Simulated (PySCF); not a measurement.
## Electronic structure of H3Si···PH3 (SMILES P.[SiH3]) (doublet) in real space

Input

```
{"job": {"kind": "sp", "xc": "B3LYP", "basis": "ma-def2-TZVP", "d3": "d3bj", "grid": 2}, "charge": 0, "multiplicity": 2}
Si    -1.665549    -0.074507    -0.261799
P      1.542878     0.252024     0.362891
H     -2.572104    -0.920489    -1.102352
H     -1.794715     1.361291    -0.648855
H     -1.983002    -0.259064     1.185031
H      1.752696    -1.144715     0.567360
H      2.857947     0.612992     0.813134
H      1.922391     0.208166    -1.012130
```

Run with:

```sh
OMP_NUM_THREADS=1 python redox_run.py task.json out
```

Geometry: B3LYP-D3(BJ)/def2-SVP.

These are results of DFT single point, gas phase, functional B3LYP (PySCF), not measurements.

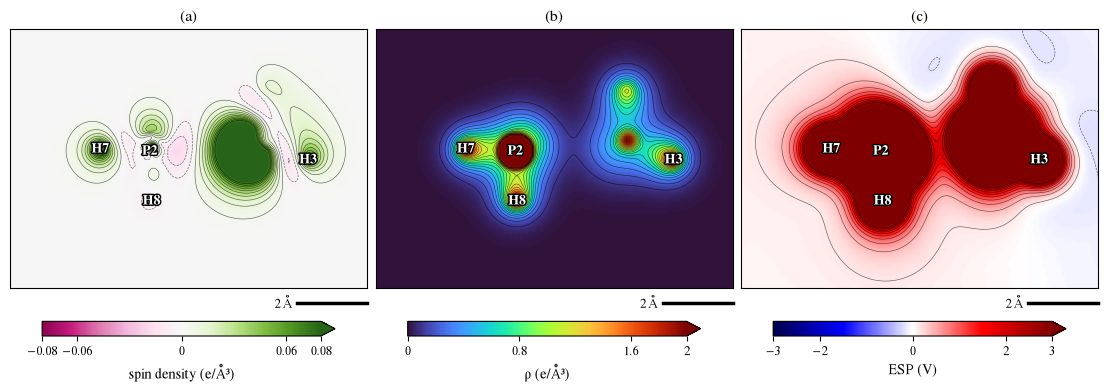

Figure 1. (a) spin density (α minus β); (b) total electron density; (c) molecular electrostatic potential on the plane of atoms H7, P2 and H8.

**What does the map show?**

The section cuts through P and H sites. P–H (1.43 Å): the density is about 1.1 e/Å³ at the midpoint. The unpaired spin (1 electron) lies mostly on Si1 (about 0.7) and P2 (about 0.1), in electrons by Hirshfeld's partition. The potential has no marked negative region in this plane.

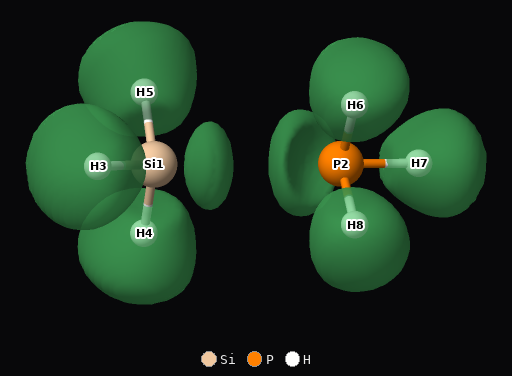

Figure 2. Isosurface of the electron localisation function at 0.9 (green), seen across its widest extent. Core shells and regions of very low density are left out.

**Identify the bonds, lone pairs and shells in this picture.**

The surface consists of six regions around hydrogen nuclei, one lobe on P, pointing away from the bonds (non-bonding electrons) and one lobe on Si, pointing away from the bonds (non-bonding electrons). Along the contacts the grid gives the following. Si1···P2 (3.28 Å): the ELF peaks at about 0.90 in the valence shell of P, 1.0 Å from its nucleus, and is about 0.35 at the midpoint. P–H (1.43 Å): the ELF climbs to about 1 towards the hydrogen, as it does in any bond to H.
